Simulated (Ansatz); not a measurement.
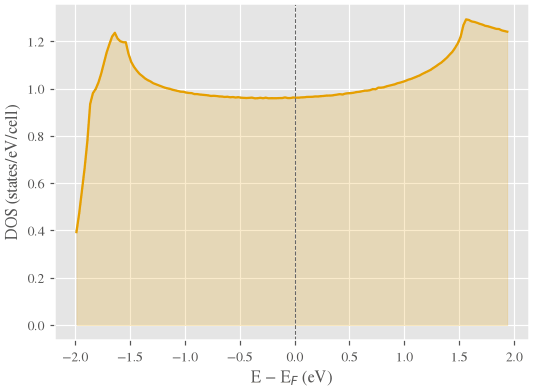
Figure. Density of states of SeS (Fm-3m) near the Fermi level, PBEsol, rigid bands (Ansatz, a program for electronic structure).

Question: With 2 atoms a cell, what bare Sommerfeld coefficient γ = (π²/3) k_B² N(E_F) follows?

Answer: N(E_F) ≈ 0.96 states/eV a cell at 300 K, so γ ≈ 1.13 mJ/(mol of atoms·K²), before many-body enhancement (phonons, spin fluctuations, correlation).

Question: How far does the Fermi level move in a rigid band for 0.1 electron a cell added or removed?

Answer: 104 meV and -104 meV.

A metal at this level (no band gap); rigid bands, thermally averaged at 300 K, both spins. Spin-orbit coupling is left out. Geometry: cell and atoms relaxed with PBEsol.

Computed structure with no diffraction record at hand here (it may be known, metastable or hypothetical): SeS (Fm-3m).
